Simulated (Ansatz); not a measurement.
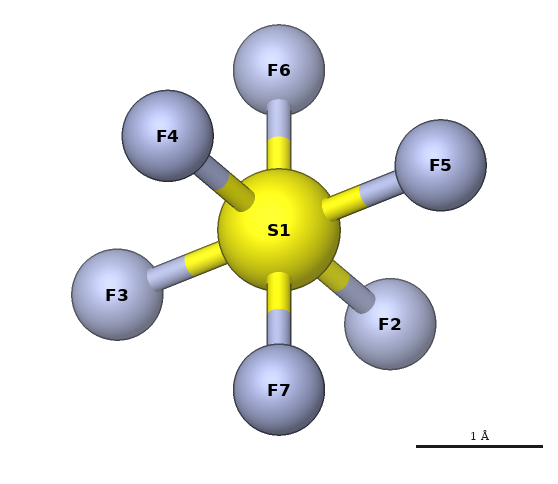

Simulated data, not a measurement (program: Ansatz).

Orthographic view with a scale bar. Geometry: a fixed input geometry, not necessarily a minimum.

Reconstruct the coordinates (Å) as seen: x to the right, y up, z towards the viewer, origin at the mean of the atomic positions.

```xyz
7
SF6
S    0.00   0.00   0.00
F    0.89  -0.75  -1.05
F   -1.29  -0.52  -0.72
F   -0.89   0.75   1.05
F    1.29   0.52   0.72
F    0.00   1.27  -0.91
F    0.00  -1.27   0.91
```
